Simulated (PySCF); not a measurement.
Ga(H)(F)(Me), SMILES [F][GaH][CH3] at its B3LYP/def2-SVP optimised geometry (Å):

```
7

Ga    -0.1404     0.5594     0.0000
H     -0.7406     2.0069     0.0000
F      1.6299     0.5594     0.0000
C     -0.9665    -1.2236     0.0007
H     -1.6299    -1.3375    -0.8719
H     -1.5817    -1.3565     0.9055
H     -0.1955    -2.0069    -0.0274
```

Level of theory: B3LYP/def2-TZVP (PySCF 2.14.0). Cells within 0.4 Å of a nucleus heavier than hydrogen are left out (blank, or x).

Map of the Laplacian of the electron density (e/bohr⁵), clipped to [-1.50, 1.50] on the plane z = 0.0 Å:

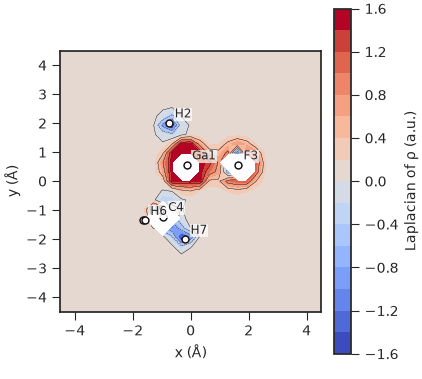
Figure: Laplacian of the electron density (e/bohr⁵), clipped to [-1.50, 1.50] on the plane z = 0.0 Å.
